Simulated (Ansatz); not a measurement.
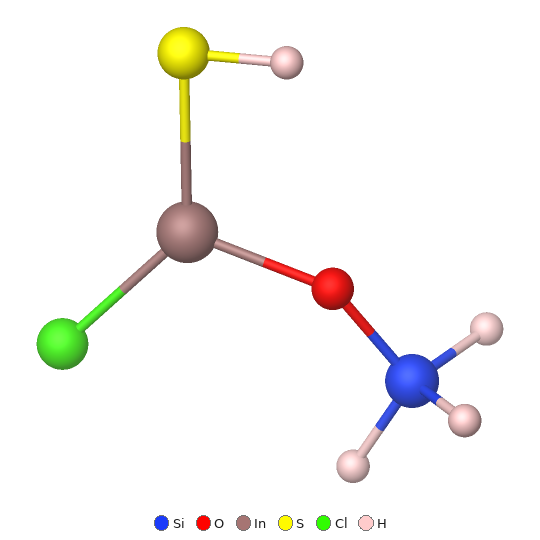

The picture shows the input geometry.

Ansatz 0.2.0 input:

```yaml
crystal:
  periodic: [false, false, false]
  atoms:
    - {symbol: Si, position_ang: [0.969740, -1.433560, 0.431500]}
    - {symbol: O, position_ang: [0.037120, -0.315670, -0.273520]}
    - {symbol: In, position_ang: [-0.489880, 1.575360, -0.107530]}
    - {symbol: S, position_ang: [-2.546760, 1.875460, -1.316930]}
    - {symbol: Cl, position_ang: [0.918470, 2.969720, 1.048570]}
    - {symbol: H, position_ang: [0.079690, -2.280300, 1.234420]}
    - {symbol: H, position_ang: [1.568640, -2.149870, -0.696760]}
    - {symbol: H, position_ang: [1.994740, -0.820060, 1.286650]}
    - {symbol: H, position_ang: [-2.531750, 0.578920, -1.606400]}
basis:
  gaussian: {orbitals: def2-TZVP}
hamiltonian: {xc: pbe0, dispersion: d4}
relax: {f_tol: 0.005, max_steps: 150}
```

It was started with:

```sh
ansatz run in.yaml --threads 2 --pin off --events-out ev --progress --plain --max-ram 22528MiB --backend cuda --devices 0, --max-vram 18GiB
```

Output (its end):

```
1615 factors; their error is unknown
mean field -38514.03230930 eV, -1415.3645816179 hartree, gradient 1.8e-5 eV, S^2 0.000000; 1 other end points of the search recorded, 0 dependent functions left out
the calculation of the forces begins
reference -38514.03235150 eV, -1415.3645831689 hartree; 40, 40 occupied and 176, 176 virtual orbitals, 1615 factors
Total energy: -38514.24783200 eV, -1415.3725019313 hartree
Atom 0 at     1.011907    -1.459190     0.459674 Å, force    -0.000454     0.000530    -0.000736 eV/Å
Atom 1 at    -0.130500    -0.485417    -0.187220 Å, force     0.000715     0.001167     0.001223 eV/Å
Atom 2 at    -0.585242     1.423460    -0.165869 Å, force    -0.000453    -0.001011    -0.000332 eV/Å
Atom 3 at    -2.468296     2.148686    -1.367421 Å, force     0.000498    -0.001606    -0.000030 eV/Å
Atom 4 at     0.799339     2.801210     1.059576 Å, force    -0.000156     0.000140     0.000235 eV/Å
Atom 5 at     0.383962    -2.407418     1.419568 Å, force     0.000147     0.000257     0.000492 eV/Å
Atom 6 at     1.669489    -2.240005    -0.622568 Å, force    -0.000420    -0.000362    -0.000735 eV/Å
Atom 7 at     2.054166    -0.676577     1.182031 Å, force     0.000217    -0.000305     0.000198 eV/Å
Atom 8 at    -2.734815     0.895250    -1.777770 Å, force    -0.000094     0.001192    -0.000315 eV/Å
Dipole moment:    -0.260525    -0.056101    -0.194803 e Å
```
